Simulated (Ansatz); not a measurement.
Molecule (SMILES): [Cl][Ga] (Cl-Ga) (closed-shell singlet).
Geometry (B3LYP-D3(BJ)/def2-TZVP, fixed):
```
Ga
Cl 1 2.2389
```
Charge 0, spin multiplicity 1.

Basis-set convergence of the dipole moment at CCSD(T) with Ansatz (an electronic-structure program). Dipoles come from the density behind the forces; the sign is taken along the dipole that this method gives in the largest set. The reference of a correlated method is not its basis-set limit, which lies further on. Cartesian d functions, on some or all atoms, in 3-21G, 6-31G, 6-311G**; all else is spherical. Cores are frozen (with 3d on Ga to Br). No added dispersion term, no relativity. Reference: the value in aug-pcseg-3, 2.565 D, itself unsure by roughly 0.005 D (its mean distance from aug-cc-pV(Q+d)Z, def2-QZVPPD). Deviations are taken from unrounded values. Cost is core time over that of aug-cc-pV(D+d)Z, rough, on shared machines of one kind; a dash marks a row that isn't timed (too short, read off another run, short of memory, by another algorithm or on other hardware).

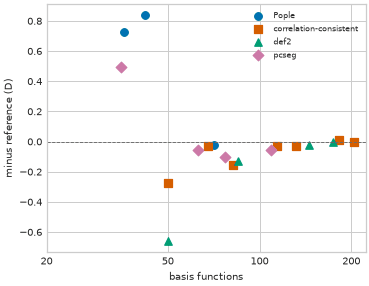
Deviation from the reference against the number of basis functions, by family of sets.

```json
[
 {"basis": "pcseg-0", "functions": "35", "dipole moment (D)": "3.060", "minus reference (D)": "0.495", "cost": "-"},
 {"basis": "3-21G", "functions": "36", "dipole moment (D)": "3.289", "minus reference (D)": "0.724", "cost": "-"},
 {"basis": "6-31G", "functions": "42", "dipole moment (D)": "3.405", "minus reference (D)": "0.840", "cost": "-"},
 {"basis": "cc-pV(D+d)Z", "functions": "50", "dipole moment (D)": "2.292", "minus reference (D)": "-0.273", "cost": "-"},
 {"basis": "def2-SVP", "functions": "50", "dipole moment (D)": "1.904", "minus reference (D)": "-0.661", "cost": "-"},
 {"basis": "aug-pcseg-1", "functions": "63", "dipole moment (D)": "2.510", "minus reference (D)": "-0.055", "cost": "0.8×"},
 {"basis": "aug-cc-pV(D+d)Z", "functions": "68", "dipole moment (D)": "2.537", "minus reference (D)": "-0.027", "cost": "1×"},
 {"basis": "6-311G**", "functions": "71", "dipole moment (D)": "2.543", "minus reference (D)": "-0.021", "cost": "0.9×"},
 {"basis": "pcseg-2", "functions": "77", "dipole moment (D)": "2.464", "minus reference (D)": "-0.101", "cost": "1×"},
 {"basis": "cc-pV(T+d)Z", "functions": "82", "dipole moment (D)": "2.409", "minus reference (D)": "-0.156", "cost": "1×"},
 {"basis": "def2-TZVP", "functions": "85", "dipole moment (D)": "2.438", "minus reference (D)": "-0.127", "cost": "2×"},
 {"basis": "aug-pcseg-2", "functions": "109", "dipole moment (D)": "2.510", "minus reference (D)": "-0.055", "cost": "3×"},
 {"basis": "aug-cc-pV(T+d)Z", "functions": "114", "dipole moment (D)": "2.532", "minus reference (D)": "-0.033", "cost": "5×"},
 {"basis": "cc-pV(Q+d)Z", "functions": "132", "dipole moment (D)": "2.537", "minus reference (D)": "-0.027", "cost": "8×"},
 {"basis": "def2-QZVP", "functions": "145", "dipole moment (D)": "2.543", "minus reference (D)": "-0.022", "cost": "10×"},
 {"basis": "def2-QZVPPD", "functions": "174", "dipole moment (D)": "2.563", "minus reference (D)": "-0.002", "cost": "20×"},
 {"basis": "aug-cc-pV(Q+d)Z", "functions": "182", "dipole moment (D)": "2.572", "minus reference (D)": "0.008", "cost": "60×"},
 {"basis": "cc-pV(5+d)Z", "functions": "204", "dipole moment (D)": "2.563", "minus reference (D)": "-0.002", "cost": "100×"}
]
```
